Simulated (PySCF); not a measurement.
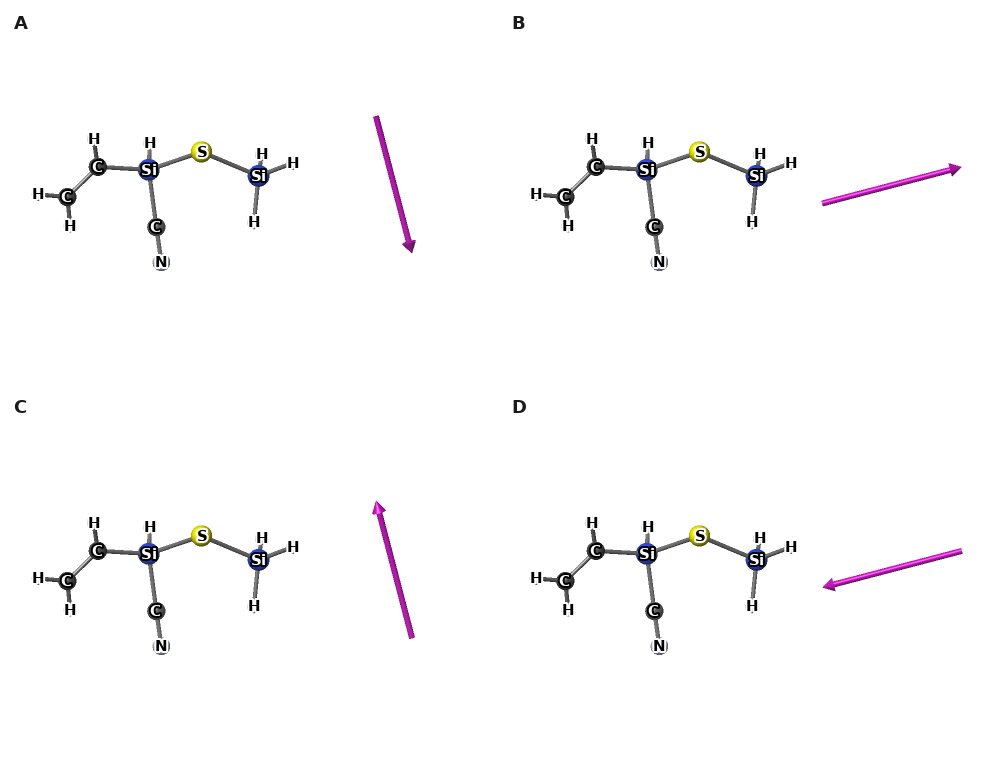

The same molecule four times, each with an arrow. The computed structure is the end point of a GFN2-xTB optimisation. No frequency run is at hand to confirm it as a minimum. Method: CAM-B3LYP/def2-SVPD, gas phase (PySCF 2.14.0).

> Which arrow points along the dipole moment, from the negative to the positive end?

C. The dipole moment is 2.52 D.

The geometry is semi-empirical. Around Si such bond lengths and angles can be off by a tenth of an ångström or more and by several degrees, and values that hang on the shape move with them.
